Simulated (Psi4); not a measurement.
**SiNH3ClO (SMILES [NH][SiH](O)Cl): UPBE0/def2-SVP**

What is the energy change on altering one bond length of SiNH3ClO at UPBE0/def2-SVP? 

Program for the calculation: Psi4 1.11.

4 further runs of the same task are left out: 2 that didn't finish, 2 set aside as unsound or not needed.

**1. Starting point**

SiNH3ClO has 7 atoms, charge 0, and is taken as a doublet. SMILES: `[NH][SiH](O)Cl`. The shape is that of a PBE0-D4/def2-TZVP optimisation. This is one conformer, not always the lowest.

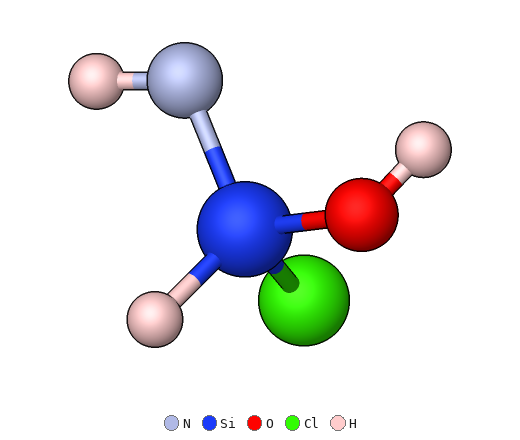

Viewed from a chosen angle; nitrogen light blue, silicon blue, oxygen red, chlorine green, hydrogen pink.

**2. The energy at UPBE0/def2-SVP**

Input file clh3nosi.xyz:

```xyz
7
ClH3NOSi
N     -0.309900     1.111500    -0.879100
Si    -0.073900    -0.114300     0.330400
O      1.465600    -0.630300     0.304800
Cl    -1.390000    -1.593900    -0.221000
H     -1.151500     1.677300    -0.756300
H     -0.348600     0.280200     1.724700
H      1.869600    -0.798400    -0.549200
```

Input file run.py:

```python
import numpy as np
from ase.calculators.psi4 import Psi4
from ase.io import read

mol = read('clh3nosi.xyz')
calc = Psi4(atoms=mol, method='pbe0', basis='def2-SVP', memory='2200MB', num_threads=1, charge=0, multiplicity=2, label='clh3nosi', reference='uks')
calc.psi4.set_options({'puream': True, 'e_convergence': 1e-09, 'd_convergence': 1e-08, 'scf_type': 'pk', 'dft_radial_points': 99, 'dft_spherical_points': 590, 'maxiter': 100})
mol.calc = calc

print(f'energy: {mol.get_potential_energy():.6f} eV')
```

Launch:

```console
$ python run.py
```

clh3nosi.dat, cut to the lines that bear on the results:

```text
[...]
  Running in c1 symmetry.
[...]
  Nuclear repulsion =  216.933065285409384
[...]
  Multiplicity = 2
[...]
  Nalpha       = 25
  Nbeta        = 24
[...]
    Number of basis functions: 79
[...]
   @UKS iter   1:  -880.27797230232761   -6.02263e-03   1.19580e-02 ADIIS/DIIS
[...]
   @UKS iter  17:  -880.76211975289311   -4.54747e-13   7.46391e-09 DIIS
[...]
   @S^2 Observed:                7.532646129E-01
[...]
    Orbital Energies [Eh]
    ---------------------
    Alpha Occupied:
       1A   -101.674716     2A    -66.305579     3A    -19.226623
       4A    -14.421143     5A     -9.527621     6A     -7.266350
       7A     -7.260565     8A     -7.260247     9A     -5.391209
      10A     -3.730545    11A     -3.728494    12A     -3.727162
      13A     -1.037573    14A     -0.876458    15A     -0.840906
      16A     -0.594022    17A     -0.510841    18A     -0.458248
      19A     -0.428739    20A     -0.393534    21A     -0.370474
      22A     -0.351549    23A     -0.339109    24A     -0.329963
      25A     -0.314632
    Alpha Virtual:
[...]
  @UKS Final Energy:  -880.76211975289311
   => Energetics <=
    Nuclear Repulsion Energy =            216.9330652854093842
    One-Electron Energy =               -1648.0686161449866631
    Two-Electron Energy =                 599.8537898642151731
    DFT Exchange-Correlation Energy =     -49.4803587575310218
    Empirical Dispersion Energy =           0.0000000000000000
    VV10 Nonlocal Energy =                  0.0000000000000000
    Total Energy =                       -880.7621197528931134
[...]
 Multipole Moments:
 ------------------------------------------------------------------------------------
     Multipole            Electronic (a.u.)      Nuclear  (a.u.)        Total (a.u.)
 ------------------------------------------------------------------------------------
 L = 1.  Multiply by 2.5417464519 to convert [e a0] to [Debye]
 Dipole X            :         -2.2840304            2.2495956           -0.0344348
 Dipole Y            :         -3.1831935            3.5833792            0.4001856
 Dipole Z            :         -0.8040428            0.7165335           -0.0875093
 Magnitude           :                                                    0.4110866
[...]
```

The script printed:

```text
energy: -23966.758036 eV
```

Run time: 15 s. Hardware: 1 thread of AMD EPYC 9R45 (Zen 5), shared host; peak memory 1 GiB.

**3. The distorted shape: energy and gradient at UPBE0/def2-SVP**

Input file clh3nosi.in:

```
memory 2.2 GB

molecule molecule1 {
  0 2
  N      0.110918     0.828588    -0.940503
  Si     0.346918    -0.397212     0.268997
  O      1.886418    -0.913212     0.243397
  Cl    -0.969182    -1.876812    -0.282403
  H     -1.151500     1.677300    -0.756300
  H      0.072218    -0.002712     1.663297
  H      2.290418    -1.081312    -0.610603
  symmetry c1
}

set {
  reference uks
  puream true
  e_convergence 1e-09
  d_convergence 1e-08
  scf_type pk
  dft_radial_points 99
  dft_spherical_points 590
  maxiter 100
}

energy_value, wavefunction = gradient("pbe0/def2-SVP", return_wfn=True)
oeprop(wavefunction, "QUADRUPOLE", "MAYER_INDICES", "DIPOLE", title="PBE0")
```

Launch:

```console
$ psi4 -n 1 clh3nosi.in clh3nosi.out
```

clh3nosi.out, cut to the lines that bear on the results:

```text
[...]
  Running in c1 symmetry.
[...]
  Nuclear repulsion =  214.905615761810509
[...]
  Multiplicity = 2
[...]
  Nalpha       = 25
  Nbeta        = 24
[...]
    Number of basis functions: 79
[...]
   @UKS iter   1:  -880.35516174252200   -2.64174e-01   1.01928e-02 ADIIS/DIIS
[...]
   @UKS iter  17:  -880.68119885011470   -1.02318e-12   8.02723e-09 DIIS
[...]
   @S^2 Observed:                7.650399711E-01
[...]
    Orbital Energies [Eh]
    ---------------------
    Alpha Occupied:
       1A   -101.673804     2A    -66.305554     3A    -19.231894
       4A    -14.450005     5A     -9.526711     6A     -7.265457
       7A     -7.259606     8A     -7.259363     9A     -5.391693
      10A     -3.730945    11A     -3.728884    12A     -3.727680
      13A     -1.042212    14A     -0.857180    15A     -0.817233
      16A     -0.591287    17A     -0.481461    18A     -0.438968
      19A     -0.425709    20A     -0.389928    21A     -0.365896
      22A     -0.351864    23A     -0.337942    24A     -0.328271
      25A     -0.311473
    Alpha Virtual:
[...]
  @UKS Final Energy:  -880.68119885011470
   => Energetics <=
    Nuclear Repulsion Energy =            214.9056157618105090
    One-Electron Energy =               -1644.0824363604060636
    Two-Electron Energy =                 597.8706808513255737
    DFT Exchange-Correlation Energy =     -49.3750591028447943
    Empirical Dispersion Energy =           0.0000000000000000
    VV10 Nonlocal Energy =                  0.0000000000000000
    Total Energy =                       -880.6811988501146971
[...]
  -Total Gradient:
     Atom            X                  Y                   Z
    ------   -----------------  -----------------  -----------------
       1        0.077464101296    -0.067929931394     0.006420553433
       2        0.016854624799    -0.001342386468    -0.015564685811
       3       -0.011630521406     0.002272994775     0.000026384799
       4        0.003170902687     0.005013330595     0.001909739070
       5       -0.083637802926     0.060803597317     0.006720392281
       6       -0.000141752911     0.000020324922    -0.002421787758
       7       -0.002065589678     0.001166263933     0.002905475666
[...]
```

Wall time 17 s (1 thread of AMD EPYC 9R45 (Zen 5), shared host); peak memory 0.99 GiB.

**4. What came out**

At UPBE0/def2-SVP:

| quantity | value |
| --- | --- |
| first shape: total energy | -880.76212 Eh |
| first shape: dipole moment | 1.04 D |
| first shape: HOMO energy (highest over α and β) | -8.08 eV |
| first shape: LUMO energy (lowest over α and β) | -3.52 eV |
| first shape: ⟨S²⟩ | 0.753 |
| distorted shape: total energy | -880.68120 Eh |
| distorted shape: dipole moment | 0.97 D |
| distorted shape: HOMO energy (highest over α and β) | -7.98 eV |
| distorted shape: LUMO energy (lowest over α and β) | -3.36 eV |
| distorted shape: ⟨S²⟩ | 0.765 |
| distorted shape: largest force on an atom | 5.328 eV/Å |
| energy change with the N1–H5 bond stretched from 1.022 to 1.532 Å | 2.202 eV |

**Reading.** With the N1–H5 bond stretched from 1.022 to 1.532 Å the energy rises by 2.20 eV (51 kcal/mol). The first shape isn't relaxed at this level, so the change isn't measured from a minimum.
